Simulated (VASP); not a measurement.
Band structure of Na$_{3}$Tl (space group I4/mmm). All values below come from PBEsol GGA with spin-orbit coupling, VASP's PBE PAW potentials (set 64) (plane waves; VASP).

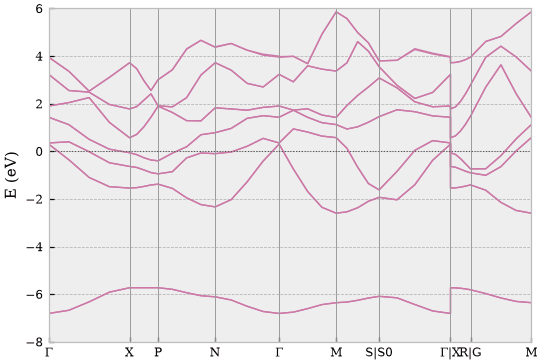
Fig. 1. Bands along high-symmetry lines, zero at the valence-band maximum or, without a gap, the Fermi level

### Question
Read the plot: is there a gap, and where are the band edges?

### Answer
It has no gap at this level: it comes out as a metal or semimetal.

The structure comes from a computed database's Na3Tl entry (I4/mmm); how it stands against other phases isn't given here. It was relaxed first.
